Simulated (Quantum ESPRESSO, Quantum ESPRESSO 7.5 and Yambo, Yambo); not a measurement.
# ZrSe3 (P2_1/m): Bethe-Salpeter spectra with Yambo

Aim: the absorption spectrum of ZrSe3 (P2_1/m) with electron-hole interaction, and what each part of the kernel does.

Method: PBEsol and many-body steps on it, plane waves, in Quantum ESPRESSO 7.5 and Yambo 5.3.0.

## (1) Set-up

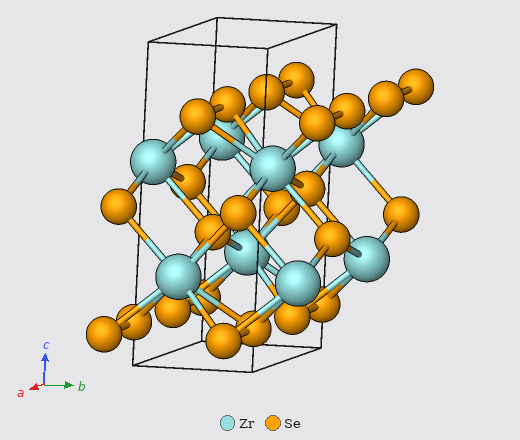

The cell as given, slightly off an axis (zirconium light teal, selenium orange). 2×2×1 cells are drawn.

The cell and positions come from the Crystallography Open Database and are kept as given unless a step says otherwise.

## (2) Empty states on the mesh, 2×4×2 mesh, 236 bands

This step: Quantum ESPRESSO 7.5; DFT, PBEsol, plane waves, norm-conserving pseudopotentials.

The sums over transitions need many empty states on a uniform mesh; this step solves for them.

pw.in

```
&control
  calculation = 'nscf'
  prefix = 'x'
  outdir = 'o'
  pseudo_dir = 'pseudo'
/
&system
  ibrav = 0
  nat = 8
  ntyp = 2
  ecutwfc = 104.0
  nbnd = 236
  force_symmorphic = .true.
/
&electrons
  conv_thr = 1e-9
  electron_maxstep = 80
  diago_full_acc = .true.
  diago_thr_init = 5e-6
/
ATOMIC_SPECIES
  Zr 91.224 Zr.upf
  Se 78.971 Se.upf
CELL_PARAMETERS angstrom
  5.4109000000 -0.0000000000 0.0000000000
  -0.0000000000 3.7488000000 0.0000000000
  -1.2294209091 0.0000000000 9.3636349901
ATOMIC_POSITIONS crystal
  Zr 0.2850000000 0.2500000000 0.6560000000
  Zr 0.7150000000 0.7500000000 0.3440000000
  Se 0.7620000000 0.2500000000 0.5540000000
  Se 0.2380000000 0.7500000000 0.4460000000
  Se 0.4560000000 0.2500000000 0.1740000000
  Se 0.5440000000 0.7500000000 0.8260000000
  Se 0.8880000000 0.2500000000 0.1690000000
  Se 0.1120000000 0.7500000000 0.8310000000
K_POINTS automatic
  2 4 2 0 0 0
```

Started as:

```bash
OMP_NUM_THREADS=1 mpirun -n 8 pw.x -nk 4 -in pw.in > pw.out
```

The program printed:

```text
Program PWSCF v.7.5 starts

     This program is part of the open-source Quantum ESPRESSO suite
     for quantum simulation of materials; please cite
         "P. Giannozzi et al., J. Phys.:Condens. Matter 21 395502 (2009);
         "P. Giannozzi et al., J. Phys.:Condens. Matter 29 465901 (2017);
         "P. Giannozzi et al., J. Chem. Phys. 152 154105 (2020);
     in publications or presentations arising from this work. More details at

     Atomic positions and unit cell read from directory:
     o/x.save/

     Message from routine setup:
[...]
6.3942   6.7318   7.1761   7.6777   7.8281   8.7232   8.8591   9.0417
     [... 18 further rows ...]
    50.8740  51.1668  51.2227  51.5438  51.5854  51.7372  52.4071  52.4465
    52.6174  52.9332  53.0618  53.2353

          k = 0.0000 0.3608-0.2889 ( 22962 PWs)   bands (ev):

     [... further k-points ...]

     highest occupied, lowest unoccupied level (ev):    10.5070   10.8367

     XML data file, pseudopotentials, collected wavefunctions

=------------------------------------------------------------------------------=
   JOB DONE.
=------------------------------------------------------------------------------=
```

Run time: 69 s. Hardware: 8 MPI ranks of Intel Xeon 6975P-C (Granite Rapids), shared host; peak memory 2.5 GiB.

Numbers from this step:

- gap: 0.3297 eV
- k of the valence top: 0, 0, 0
- k of the conduction bottom: -0.5, 0, 0
- least direct gap: 0.6027 eV
- k points computed: 12
- lowest point of the top converged band, above the valence top: 41.98 eV

On this mesh the gap is 0.330 eV.

The density comes from a self-consistent run that is not shown.

## (3) Conversion and set-up

This step: Yambo 5.3.0; conversion and set-up on PBEsol, plane waves, norm-conserving pseudopotentials.

The states are converted to the many-body program's format and the q mesh is built.

Started as:

```bash
(cd o/x.save; p2y > p2y.log; mv SAVE ../..); yambo > setup.log
```

The program printed:

```text
 Yambo, version 5.3.0

 [02] CORE Variables Setup
 =========================

  [02.01] Unit cells
  ==================

  Cell kind             :  Unknown
  Atoms in the cell     :  Zr  Se
  number of Zr atoms    :  2
  number of Se atoms    :   6

  List of atomic masses
  Mass of Zr    :  91.22400
  Mass of Se    :  78.97100

  List of atomic coordinates    : [cc]
  Zr1       :   1.39009   1.77105  11.60773  order 1
  Zr2       :  6.511756  5.313154  6.086979  order 2
  Se1       :  6.504450  1.771051  9.802867  order 3
  Se2       :  1.397400  5.313154  7.891839  order 4
[...]
K/Q-points units:
 rlu = crystal or reduced units; cc = cartesian coordinates; iku = interal k-units

 Q [ 1]         [rlu]:  0.000000  0.000000  0.000000
 Q [ 2]         [rlu]: -0.49964E-17   0.0000     -0.50000
 Q [ 3]         [rlu]:  0.000000  0.250000  0.000000
[...]
Q [ 8]         [rlu]:  0.500000  0.000000 -0.500000
 Q [ 9]         [rlu]: -0.50000      0.25000      0.59754E-16
 Q [10]         [rlu]:  0.500000  0.250000 -0.500000
 Q [11]         [rlu]: -0.50000     -0.50000      0.59754E-16
 Q [12]         [rlu]:  0.500000  0.500000 -0.500000

  [03.01] X indexes
  =================

   [03.01.01] Sigma indexes
   ========================

 [06] Game Over & Game summary
```

The job ended after 5.9 s (1 MPI rank; peak memory 0.28 GiB).

## (4) Screening and self-energy, 2×4×2 mesh, 236 bands, screening to 95.2 eV

Now the one-shot GW correction: screening in the RPA, then the self-energy of the levels asked for.

This step: G0W0 on PBEsol, plane waves, norm-conserving pseudopotentials.

gw1.in

```
HF_and_locXC
gw0
dyson
ppa
em1d
rim_cut
RandQpts= 1000000
RandGvec= 1 RL
EXXRLvcs= 104 Ry
VXCRLvcs= 416 Ry
Chimod= "HARTREE"
% BndsRnXp
 1 | 236 |
%
NGsBlkXp= 7 Ry
% LongDrXp
 1 | 1 | 1 |
%
% GbndRnge
 1 | 236 |
%
DysSolver= "n"
ExtendOut
PPAPntXp= 27.21138 eV
% QPkrange
 1 | 1 | 83 | 86 |
 7 | 7 | 83 | 86 |
 2 | 2 | 83 | 86 |
%
```

Started as:

```bash
OMP_NUM_THREADS=2 mpirun -n 4 yambo -F gw1.in -J gw1 -C gw1 > gw1.log
```

The program printed:

```text
 Yambo, version 5.3.0

 [02] CORE Variables Setup
 =========================

  [... cell, symmetries and grids as in the set-up ...]

  [02.05] Energies & Occupations
  ==============================

  [X] === General ===
  [X] Electronic Temperature                        :  0.000000  0.000000 [eV K]
  [X] Bosonic    Temperature                        :  0.000000  0.000000 [eV K]
  [X] Finite Temperature mode                       : no
  [X] El. density                                   :  0.88451E+24 [cm-3]
[...]
QP @ state[ 1 ] b range                          :   83   86
   QP @ state[ 2 ] K range                          :   7   7
   QP @ state[ 2 ] b range                          :   83   86
   GF energies kind                                 : Perdew, Burke & Ernzerhof SOL(X)+Perdew, Burke & Ernzerhof SOL(C)
   GF WF`s kind                                     : Perdew, Burke & Ernzerhof SOL(X)+Perdew, Burke & Ernzerhof SOL(C)
   Xs energies kind                                 : Perdew, Burke & Ernzerhof SOL(X)+Perdew, Burke & Ernzerhof SOL(C)
   Xs WF`s kind                                     : Perdew, Burke & Ernzerhof SOL(X)+Perdew, Burke & Ernzerhof SOL(C)

 [11] Game Over & Game summary
```

It took 14 min on 4 MPI ranks; peak memory 14 GiB.

Numbers from this step:

```
G0W0 gap on the points computed              : 0.9189 eV
starting gap on the mesh                     : 0.3297 eV
k of the valence top                         : 0, 0, 0
k of the conduction bottom                   : -0.5, 0, 0
least direct G0W0 gap on the computed points : 1.221 eV
```

The gap on the mesh goes from 0.33 eV to 0.92 eV, a correction of +0.59 eV.

The gap opens by 0.589 eV; the next steps shift the empty bands rigidly by 0.618 eV, the correction at the start's least direct gap.

## (5) Empty states on the mesh, 2×4×2 mesh, 128 bands

This step: Quantum ESPRESSO 7.5; DFT, PBEsol, plane waves, norm-conserving pseudopotentials.

Changes to pw.in since step 2:

```diff
@@ -11,3 +11,3 @@
   ecutwfc = 104.0
-  nbnd = 236
+  nbnd = 128
   force_symmorphic = .true.
```

Started as:

```bash
OMP_NUM_THREADS=1 mpirun -n 8 pw.x -nk 4 -in pw.in > pw.out
```

The program printed:

```text
[banner, memory and clock lines left out]
Program PWSCF v.7.5 starts

     Atomic positions and unit cell read from directory:
     o/x.save/

     Message from routine setup:
     using ibrav=0 with symmetry is DISCOURAGED, use correct ibrav instead

     bravais-lattice index     =            0
     lattice parameter (alat)  =      10.2251  a.u.
     unit-cell volume          =    1281.7486 (a.u.)^3
     number of atoms/cell      =            8
     number of atomic types    =            2
     number of electrons       =       168.00
[...]
k = 0.0000 0.3608 0.0000 ( 22961 PWs)   bands (ev):

[...]
-136.9784-136.9784-136.7591-136.7591-136.7526-136.7526-136.7431-136.7431
  -136.7368-136.7368-136.0461-136.0461-136.0393-136.0393-136.0250-136.0250
[...]
[... 4 further rows ...]
    22.1443  22.4866  22.7727  22.9028  23.1482  23.5185  23.9959  24.0919
    24.9750  25.2347  25.3540  26.6132  26.6610  26.7563  27.4415  27.6239

          k = 0.0000 0.3608-0.2889 ( 22962 PWs)   bands (ev):

     [... further k-points ...]

     highest occupied, lowest unoccupied level (ev):    10.5070   10.8367

     XML data file, pseudopotentials, collected wavefunctions
```

The job ended after 32 s (8 MPI ranks; peak memory 1.7 GiB).

Numbers from this step:

```yaml
gap: 0.3297 eV
k_of_the_valence_top: 0, 0, 0
k_of_the_conduction_bottom: -0.5, 0, 0
least_direct_gap: 0.6027 eV
k_points_computed: 12
lowest_point_of_the_top_converged_band_above_the_valence_top: 15.77 eV
```

On this mesh the gap is 0.330 eV.

## (6) Conversion and set-up

This step: Yambo 5.3.0; conversion and set-up on PBEsol, plane waves, norm-conserving pseudopotentials.

Started as:

```bash
(cd o/x.save; p2y > p2y.log; mv SAVE ../..); yambo > setup.log
```

The program printed:

```text
 Yambo, version 5.3.0

 [02] CORE Variables Setup
 =========================

  [02.01] Unit cells
  ==================

  Cell kind             :  Unknown
  Atoms in the cell     :  Zr  Se
  number of Zr atoms    :  2
  number of Se atoms    :   6

  List of atomic masses
  Mass of Zr    :  91.22400
  Mass of Se    :  78.97100

  List of atomic coordinates    : [cc]
  Zr1       :   1.39009   1.77105  11.60773  order 1
  Zr2       :  6.511756  5.313154  6.086979  order 2
  Se1       :  6.504450  1.771051  9.802867  order 3
  Se2       :  1.397400  5.313154  7.891839  order 4
[...]
K/Q-points units:
 rlu = crystal or reduced units; cc = cartesian coordinates; iku = interal k-units

 Q [ 1]         [rlu]:  0.000000  0.000000  0.000000
 Q [ 2]         [rlu]: -0.49964E-17   0.0000     -0.50000
 Q [ 3]         [rlu]:  0.000000  0.250000  0.000000
[...]
Q [ 8]         [rlu]:  0.500000  0.000000 -0.500000
 Q [ 9]         [rlu]: -0.50000      0.25000      0.59754E-16
 Q [10]         [rlu]:  0.500000  0.250000 -0.500000
 Q [11]         [rlu]: -0.50000     -0.50000      0.59754E-16
 Q [12]         [rlu]:  0.500000  0.500000 -0.500000

  [03.01] X indexes
  =================

   [03.01.01] Sigma indexes
   ========================

 [06] Game Over & Game summary
```

Run time: 5 s. Hardware: 1 MPI rank; peak memory 0.27 GiB.

[end of part 1 of 4]

[Paths, hosts, dates, memory and timing lines, banners, echoed tables and standing remarks are left out of the program output.]

[Logs are printed without paths, hosts, clocks, repeated set-up lines and the standing remarks that a program may print on its own settings, such as how far it seeks lower states.]

[Runs of the session that timed out or met a known fault of the program may be left out.]

[Hosts, paths, dates, database ids (printed as entryN), source tags and the programs' standing remarks are cut or masked in the printed files.]
